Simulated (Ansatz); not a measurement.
Base system: MgO in the rock salt structure (space group Fm-3m, No. 225; a = 4.2044 Å). Axes: x, y, z lie along the cube axes.

Modification: biaxial strain +0.83 %, plane normal [111], relaxed out of plane (Cartesian); in-plane vectors clamped, the third vector and the atoms free.

The values are results of r2SCAN in Ansatz (plane waves to 500 eV, PAW, without spin-orbit coupling), not measurements.

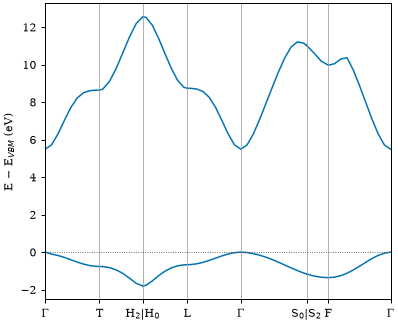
Highest valence and lowest conduction band along the path of the changed cell's own zone

Problem. From the figure, how large is the changed gap, and is it direct?

Solution. About 5.5 eV, direct at Γ.

Stability against distortions was not tested. k-point labels follow each cell's own Brillouin zone.

Ansatz is a program for electronic structure.
